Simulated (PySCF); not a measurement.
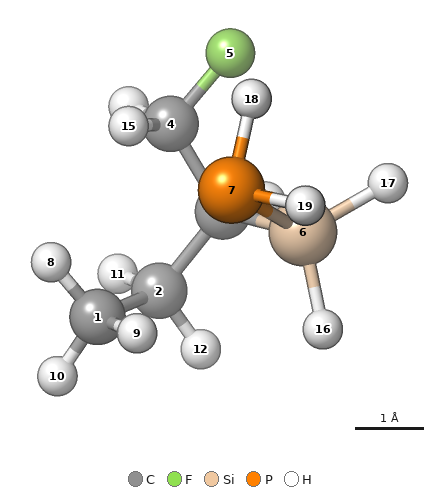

**Figure 1.** The structure (ball-and-stick view, seen at a tilt; atoms are numbered from 1 in the order of the input).

**C4H12FPSi: excited-state calculation**

- system: C4H12FPSi
- method: TDDFT PBE0/def2-SVPD, vertical, gas phase, core orbitals frozen in the response (PySCF 2.14.0)

The geometry comes from this level: GFN2-xTB. It belongs to a series of runs on one base structure; here: terminal Si group replaced by H.

**The program's output**
```
coarse grid: 16120 points
cycle   1  E = -889.2633314197  dE =  3.947e-01  |g| = 4.765e-01  |ddm| = 5.673e+00
cycle   2  E = -889.2416986086  dE =  2.163e-02  |g| = 6.105e-01  |ddm| = 1.338e+00
cycle   3  E = -889.3124152482  dE = -7.072e-02  |g| = 5.599e-02  |ddm| = 6.329e-01
cycle   4  E = -889.3128176092  dE = -4.024e-04  |g| = 2.838e-02  |ddm| = 8.914e-02
cycle   5  E = -889.3129933347  dE = -1.757e-04  |g| = 5.874e-03  |ddm| = 4.245e-02
cycle   6  E = -889.3130014791  dE = -8.144e-06  |g| = 1.724e-03  |ddm| = 1.485e-02
final grid: 144752 points
cycle   7  E = -889.4231766814  dE = -5.103e-05  |g| = 9.200e-03  |ddm| = 1.546e-01
cycle   8  E = -889.4231595539  dE =  1.713e-05  |g| = 1.269e-02  |ddm| = 3.013e-02
cycle   9  E = -889.4231979400  dE = -3.839e-05  |g| = 1.100e-03  |ddm| = 1.669e-02
cycle  10  E = -889.4231981807  dE = -2.407e-07  |g| = 2.538e-04  |ddm| = 1.959e-03
cycle  11  E = -889.4231981926  dE = -1.187e-08  |g| = 7.289e-05  |ddm| = 4.408e-04
cycle  12  E = -889.4231981937  dE = -1.178e-09  |g| = 2.306e-05  |ddm| = 1.819e-04
cycle  13  E = -889.4231981939  dE = -1.294e-10  |g| = 3.523e-06  |ddm| = 4.792e-05
```

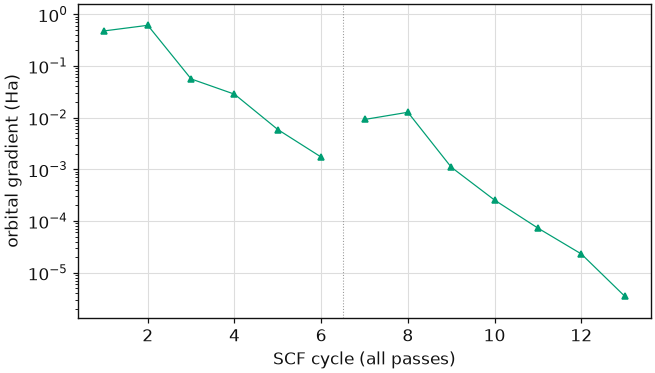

**Figure 2.** Convergence of the self-consistent field: orbital gradient against the SCF cycle. The dotted line marks the change from a coarse to the final integration grid. The first 6 cycles use a coarse grid, the final grid takes over at cycle 7, and the field converges after 13 cycles in all.

```
converged SCF energy = -889.4231981939

Static polarisability (au): isotropic 102.350, principal 94.594 99.938 112.517

Singlet excitations
state   eV       nm        f      main configurations
  1   6.4401    192.5   0.02177   H->L+2 0.41, H->L 0.31, H->L+1 0.23
  2   6.7076    184.8   0.06341   H->L+1 0.46, H->L+2 0.44
  3   6.8988    179.7   0.13861   H->L 0.57, H->L+1 0.27, H->L+2 0.08
  4   7.2721    170.5   0.02103   H->L+3 0.51, H->L+4 0.33
  5   7.4128    167.3   0.00224   H-1->L 0.72, H->L+3 0.11
  6   7.4880    165.6   0.00630   H->L+4 0.33, H-1->L 0.17, H->L+3 0.14
  7   7.6361    162.4   0.01647   H-1->L+1 0.77, H-1->L+2 0.12
  8   7.6650    161.8   0.00465   H-1->L+2 0.69, H-1->L+1 0.17

Triplet excitations (Tamm-Dancoff, eV): 5.6330 5.6843 6.3862
```

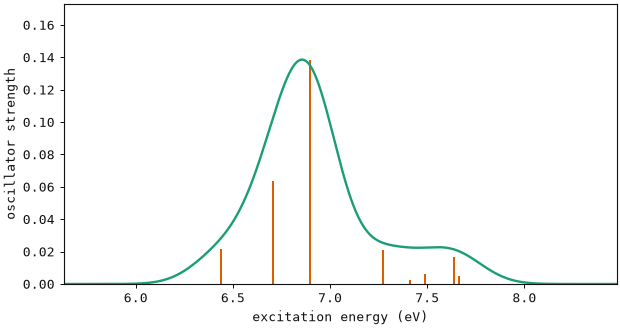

**Figure 3.** Computed excitations as sticks (degenerate states added up, dark ones marked on the axis), with a Gaussian envelope of 0.35 eV full width at half maximum, scaled to the tallest. Of the 8 states the lowest lies at 6.44 eV (f = 0.022); the strongest line is at 6.90 eV, or 180 nm (f = 0.139).

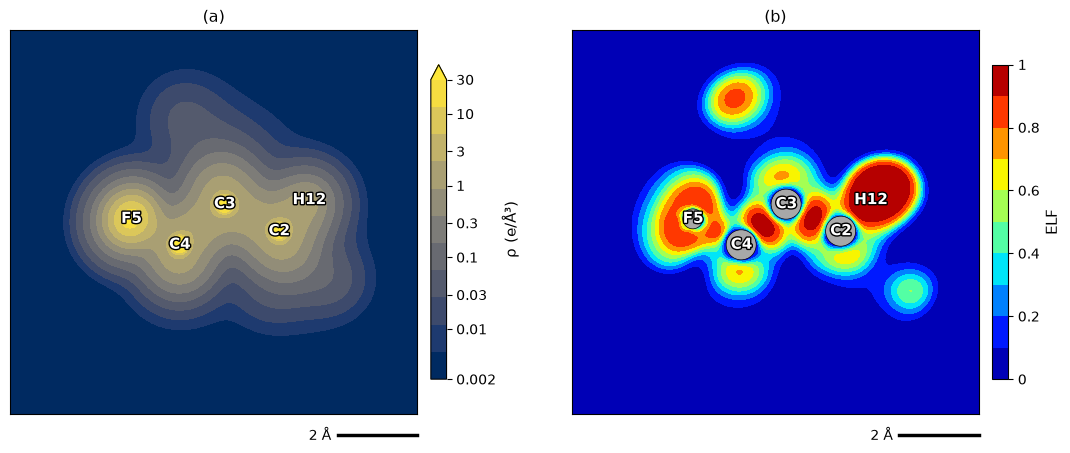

**Figure 4.** (a) electron density; (b) electron localisation function on the plane of atoms C3, C4 and F5. Grey discs, where drawn, cover atomic cores. Atoms in the plane: C, F and H. C–F (1.38 Å): ρ at the midpoint is about 2.1 e/Å³, with its minimum of 1.6 e/Å³ about 0.5 Å from C; the ELF peaks at about 0.85 between the atoms, which marks a polar covalent bond. C–C (1.52 Å): ρ is about 1.7 e/Å³ halfway; the ELF peaks at about 0.95 between the atoms, which marks a shared electron pair. C–H (1.09 Å): ρ is about 2 e/Å³ halfway; the ELF climbs to about 1 towards the hydrogen, as it does in any bond to H (a covalent bond by its length).

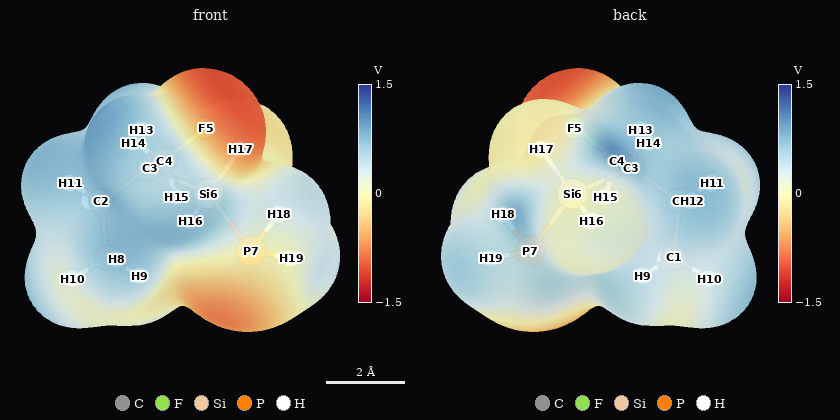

**Figure 5.** The molecular electrostatic potential painted on the density surface at 0.002 e/bohr³, seen at a tilt and from behind; red is negative and blue positive. Its dipole moment is 1.63 D.

This output came from the following input.

**Input**
```
{"job": {"kind": "uv", "xc": "PBE0", "basis": "def2-SVPD", "nstates": 8, "ntriplets": 3}, "charge": 0, "multiplicity": 1}
C     -1.141242    -1.620278    -0.393140
C     -1.245849    -0.264380    -1.079643
C     -0.351503     0.817580    -0.472199
C     -0.790842     1.173029     0.938244
F     -0.021607     2.211472     1.416260
Si     1.521829     0.391667    -0.488611
P      2.001919    -0.767355     1.367470
H     -1.483723    -1.567810     0.637154
H     -0.111993    -1.974701    -0.395687
H     -1.755058    -2.350551    -0.916366
H     -2.287077     0.072154    -1.049181
H     -0.970487    -0.377841    -2.130468
H     -0.481337     1.720765    -1.077290
H     -1.833315     1.509590     0.979353
H     -0.643050     0.339550     1.634417
H      1.805351    -0.461446    -1.649418
H      2.280363     1.639943    -0.628874
H      2.136360     0.340714     2.183399
H      3.361458    -0.822852     1.117117
```

The first line tells a small driver script what to run in PySCF; the rest is the geometry in Å.

Command:
```bash
OMP_NUM_THREADS=1 python <driver script> task.json out
```

**Results in brief**

- outcome: converged
- total energy: −889.423198 hartree
- HOMO: −7.41 eV
- LUMO: 0.31 eV
- dipole moment: 1.63 D
- mean polarisability: 102.35 a.u.
- lowest singlet excitation: 6.44 eV
- hardware: 1 CPU thread, shared host
- wall time: 2 min
- peak memory: 0.98 GiB
